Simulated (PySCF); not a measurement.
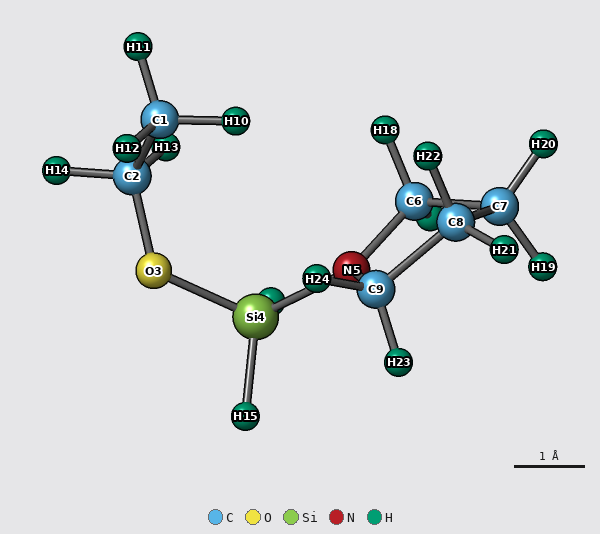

The structure (ball-and-stick view, seen at a tilt; atoms are numbered from 1 in the order of the input). Bond lengths as drawn: C–C 1.52 to 1.53 Å, C–H 1.10 to 1.11 Å, C–N 1.46 Å, C–O 1.41 Å, H–Si 1.49 to 1.50 Å, N–Si 1.72 Å and O–Si 1.67 Å.

**C$_{6}$H$_{15}$NOSi: a changed input and its effect**

System: C$_{6}$H$_{15}$NOSi, SMILES CCO[SiH2]N1CCCC1.
Method of run A: GIAO PBE0/pcSseg-1 NMR shielding, non-relativistic, IEF-PCM acetonitrile (PySCF 2.14.0).

The geometry comes from this level: PBE0-D3(BJ)/def2-SVP. Text and figures count atoms from 1; the logs count them from 0 in places.

Input, run A:
```
{"job": {"kind": "nmr", "xc": "PBE0", "basis": "pcSseg-1", "solvent": "acetonitrile", "pop": true}, "charge": 0, "multiplicity": 1}
C      2.242401     0.465949     1.231031
C      2.811154     0.124483    -0.132039
O      2.172804     0.837412    -1.161415
Si     0.811410     0.283604    -1.954301
N     -0.555460    -0.010079    -0.947719
C     -0.988678    -1.313440    -0.461607
C     -2.420010    -1.065830    -0.002121
C     -2.319132     0.334716     0.591906
C     -1.380562     1.054866    -0.378206
H      1.185517     0.165676     1.299879
H      2.801392    -0.045087     2.030186
H      2.300694     1.550816     1.406187
H      2.744717    -0.969214    -0.305309
H      3.884441     0.378872    -0.165648
H      0.510676     1.376111    -2.917341
H      1.118297    -1.024642    -2.610574
H     -0.915139    -2.082428    -1.247292
H     -0.378976    -1.667791     0.396201
H     -3.096787    -1.062616    -0.872534
H     -2.782586    -1.822574     0.708961
H     -3.287797     0.843110     0.703664
H     -1.856568     0.279762     1.591418
H     -1.953943     1.575126    -1.169172
H     -0.778050     1.823043     0.138043
```

The first line tells a small driver script what to run in PySCF; the rest is the geometry in Å.

Launched with:
```bash
OMP_NUM_THREADS=1 python <driver script> task.json out
```

Hardware: 1 CPU thread, shared host.

Output (run A):
```
coarse grid: 19592 points
cycle   1  E = -656.4131493634  dE =  9.282e-01  |g| = 7.199e-01  |ddm| = 4.233e+00
cycle   2  E = -656.3011291268  dE =  1.120e-01  |g| = 1.061e+00  |ddm| = 1.522e+00
cycle   3  E = -656.5146206297  dE = -2.135e-01  |g| = 9.912e-02  |ddm| = 1.017e+00
cycle   4  E = -656.5161300788  dE = -1.509e-03  |g| = 4.537e-02  |ddm| = 9.821e-02
cycle   5  E = -656.5165653257  dE = -4.352e-04  |g| = 1.131e-02  |ddm| = 4.184e-02
cycle   6  E = -656.5165869688  dE = -2.164e-05  |g| = 4.729e-03  |ddm| = 1.252e-02
cycle   7  E = -656.5165917021  dE = -4.733e-06  |g| = 3.693e-04  |ddm| = 3.791e-03
final grid: 181960 points
cycle   8  E = -656.5803408118  dE = -4.244e-05  |g| = 1.256e-02  |ddm| = 3.328e-02
cycle   9  E = -656.5803064952  dE =  3.432e-05  |g| = 1.829e-02  |ddm| = 2.267e-02
cycle  10  E = -656.5803745831  dE = -6.809e-05  |g| = 1.756e-03  |ddm| = 1.386e-02
cycle  11  E = -656.5803752148  dE = -6.317e-07  |g| = 2.371e-04  |ddm| = 1.440e-03
cycle  12  E = -656.5803752261  dE = -1.129e-08  |g| = 6.176e-05  |ddm| = 2.726e-04
cycle  13  E = -656.5803752268  dE = -7.392e-10  |g| = 2.447e-05  |ddm| = 9.377e-05
converged SCF energy = -656.5803752268

GIAO shielding tensors (ppm)
atom      isotropic    diamagn.    paramagn.     s11        s22        s33       span
  0 C      164.127     250.899     -86.772    146.158    162.579    183.645     37.487
  1 C      121.984     244.270    -122.286     91.172    108.362    166.419     75.247
  2 O      269.097     399.769    -130.672    221.369    264.572    321.351     99.982
  3 Si     382.381     881.617    -499.236    347.673    389.701    409.769     62.096
  4 N      203.693     330.100    -126.407    156.444    177.165    277.471    121.027
  5 C      132.108     243.615    -111.507    102.434    130.537    163.353     60.919
  6 C      154.558     250.634     -96.076    135.883    161.525    166.265     30.382
  7 C      153.880     250.601     -96.721    129.302    163.618    168.721     39.419
  8 C      136.518     243.402    -106.884    108.803    131.968    168.782     59.978
  9 H       29.884      34.524      -4.640     24.500     29.265     35.887     11.387
 10 H       30.183      29.305       0.877     26.299     26.924     37.326     11.027
 11 H       29.861      30.516      -0.654     27.148     27.497     34.938      7.791
 12 H       27.495      30.810      -3.316     24.086     26.727     31.671      7.585
 13 H       27.386      27.137       0.250     21.879     26.695     33.585     11.706
 14 H       26.681      30.075      -3.393     22.696     25.110     32.237      9.541
 15 H       26.479      30.609      -4.130     22.393     25.486     31.558      9.166
 16 H       27.969      30.286      -2.318     23.248     26.932     33.726     10.478
 17 H       28.164      32.058      -3.895     22.170     27.942     34.378     12.208
 18 H       29.725      29.589       0.135     25.134     27.078     36.963     11.828
 19 H       29.535      29.128       0.407     25.369     26.241     36.995     11.626
 20 H       29.336      28.822       0.514     24.820     26.307     36.882     12.063
 21 H       29.544      31.612      -2.067     25.051     27.734     35.848     10.796
 22 H       28.270      29.899      -1.630     22.866     26.315     35.629     12.763
 23 H       28.036      31.710      -3.674     23.069     27.837     33.201     10.132
```

For run B the input was changed thus:
```diff
-"solvent": "acetonitrile"
-"pop": true
+"solvent": "chloroform"
+"pop": false
```

Predict how the results change.

The total energy of run B is 0.9 kcal/mol higher: the change of the electrostatic solvation energy at this fixed geometry, without cavity or dispersion terms. The dipole moment goes from 2.92 to 2.70 D. Of all shieldings, the largest change is that of O3, by −1.1 ppm. The number of SCF iterations is the same.

Output (run B):
```
coarse grid: 19592 points
cycle   1  E = -656.4104945250  dE =  9.307e-01  |g| = 7.230e-01  |ddm| = 4.233e+00
cycle   2  E = -656.2923010463  dE =  1.182e-01  |g| = 1.077e+00  |ddm| = 1.566e+00
cycle   3  E = -656.5131330508  dE = -2.208e-01  |g| = 1.017e-01  |ddm| = 1.056e+00
cycle   4  E = -656.5147215823  dE = -1.589e-03  |g| = 4.705e-02  |ddm| = 1.022e-01
cycle   5  E = -656.5151879168  dE = -4.663e-04  |g| = 1.189e-02  |ddm| = 4.402e-02
cycle   6  E = -656.5152121721  dE = -2.426e-05  |g| = 4.843e-03  |ddm| = 1.323e-02
cycle   7  E = -656.5152171581  dE = -4.986e-06  |g| = 3.934e-04  |ddm| = 3.911e-03
final grid: 181960 points
cycle   8  E = -656.5789753509  dE = -4.223e-05  |g| = 1.261e-02  |ddm| = 3.332e-02
cycle   9  E = -656.5789396829  dE =  3.567e-05  |g| = 1.848e-02  |ddm| = 2.293e-02
cycle  10  E = -656.5790093295  dE = -6.965e-05  |g| = 1.778e-03  |ddm| = 1.415e-02
cycle  11  E = -656.5790099789  dE = -6.494e-07  |g| = 2.455e-04  |ddm| = 1.482e-03
cycle  12  E = -656.5790099910  dE = -1.212e-08  |g| = 6.141e-05  |ddm| = 2.770e-04
cycle  13  E = -656.5790099917  dE = -7.212e-10  |g| = 2.442e-05  |ddm| = 9.262e-05
converged SCF energy = -656.5790099917

GIAO shielding tensors (ppm)
atom      isotropic    diamagn.    paramagn.     s11        s22        s33       span
  0 C      163.971     250.829     -86.858    146.102    162.319    183.492     37.389
  1 C      121.996     244.264    -122.268     91.481    108.385    166.123     74.642
  2 O      268.039     399.434    -131.395    220.106    263.039    320.973    100.868
  3 Si     382.289     881.570    -499.281    348.320    388.848    409.698     61.377
  4 N      204.095     330.147    -126.052    156.970    177.400    277.914    120.944
  5 C      132.012     243.639    -111.628    102.535    130.384    163.116     60.581
  6 C      154.459     250.567     -96.108    135.770    161.388    166.220     30.450
  7 C      153.736     250.602     -96.865    129.285    163.377    168.547     39.262
  8 C      136.497     243.356    -106.859    108.906    131.875    168.711     59.805
  9 H       29.935      34.560      -4.624     24.572     29.321     35.912     11.340
 10 H       30.241      29.368       0.872     26.368     27.015     37.339     10.972
 11 H       29.820      30.473      -0.653     27.104     27.457     34.899      7.796
 12 H       27.558      30.881      -3.323     24.156     26.797     31.720      7.564
 13 H       27.389      27.132       0.257     21.898     26.695     33.574     11.676
 14 H       26.661      30.005      -3.344     22.680     25.071     32.231      9.551
 15 H       26.483      30.581      -4.097     22.399     25.493     31.559      9.160
 16 H       27.982      30.303      -2.321     23.287     26.934     33.725     10.437
 17 H       28.206      32.108      -3.902     22.212     27.983     34.423     12.211
 18 H       29.719      29.577       0.142     25.137     27.073     36.948     11.811
 19 H       29.574      29.169       0.405     25.417     26.296     37.010     11.593
 20 H       29.356      28.860       0.496     24.856     26.331     36.880     12.024
 21 H       29.582      31.645      -2.063     25.102     27.783     35.863     10.761
 22 H       28.271      29.892      -1.621     22.873     26.307     35.631     12.758
 23 H       28.039      31.707      -3.668     23.083     27.831     33.204     10.121
```

The two runs side by side:

```tsv
quantity	run A	run B
outcome	converged	converged
total energy (hartree)	−656.580375	−656.579010
HOMO (eV)	−6.19	−6.20
LUMO (eV)	1.22	1.23
dipole moment (D)	2.92	2.70
shielding of C1 (ppm)	164.1	164.0
shielding of O3 (ppm)	269.1	268.0
shielding of Si4 (ppm)	382.4	382.3
shielding of N5 (ppm)	203.7	204.1
shielding of C6 (ppm)	132.1	132.0
shielding of C7 (ppm)	154.6	154.5
shielding of C8 (ppm)	153.9	153.7
SCF iterations	13	13
basis functions	235	235
wall time (shared host)	2.2 min	1.7 min
```
